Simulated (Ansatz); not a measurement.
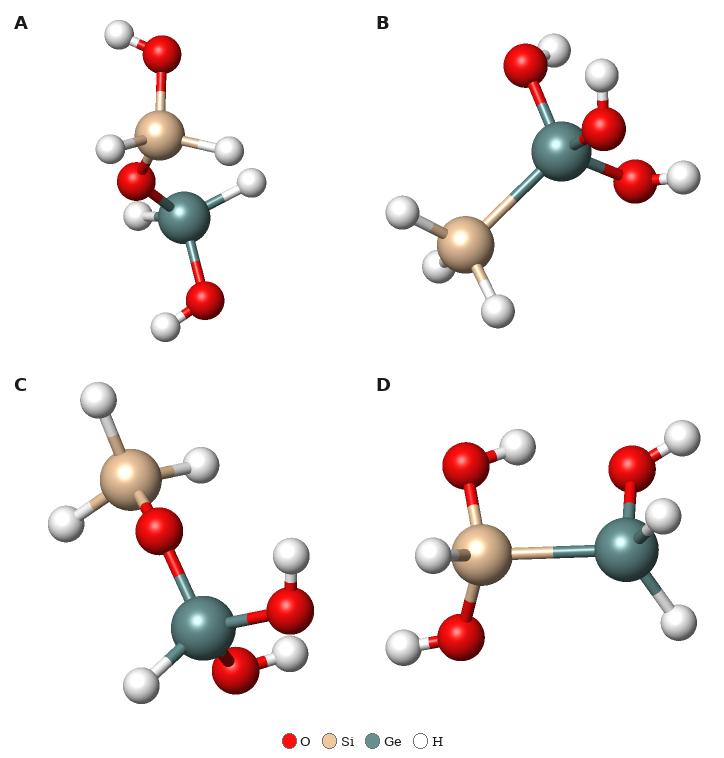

```sh
ansatz run in.yaml --threads 2 --pin off --events-out ev --progress --plain --max-ram 32768MiB --backend cpu
```

```yaml
crystal:
  periodic: [false, false, false]
  atoms:
    - {symbol: O, position_ang: [-0.993317, 0.540434, 1.701820]}
    - {symbol: Ge, position_ang: [0.215754, -0.605206, 1.134212]}
    - {symbol: O, position_ang: [-0.531770, -2.199567, 1.057329]}
    - {symbol: O, position_ang: [0.695970, -0.225230, -0.519904]}
    - {symbol: Si, position_ang: [0.436669, 1.042020, -1.530001]}
    - {symbol: H, position_ang: [-1.886281, 0.272467, 1.468550]}
    - {symbol: H, position_ang: [1.421649, -0.531303, 2.062614]}
    - {symbol: H, position_ang: [-0.384674, -2.617159, 0.204636]}
    - {symbol: H, position_ang: [-1.017261, 1.235097, -1.780039]}
    - {symbol: H, position_ang: [0.993862, 2.299419, -0.965717]}
    - {symbol: H, position_ang: [1.114897, 0.732128, -2.812899]}
basis:
  gaussian: {orbitals: def2-TZVPP}
hamiltonian: {xc: pbe0, dispersion: d4}
output: {orbitals: {seedname: orbitals}}
```

Which panel shows the molecule in this file?

C. The file holds GeH6O3Si, `[OH][GeH]([OH])[O][SiH3]`.
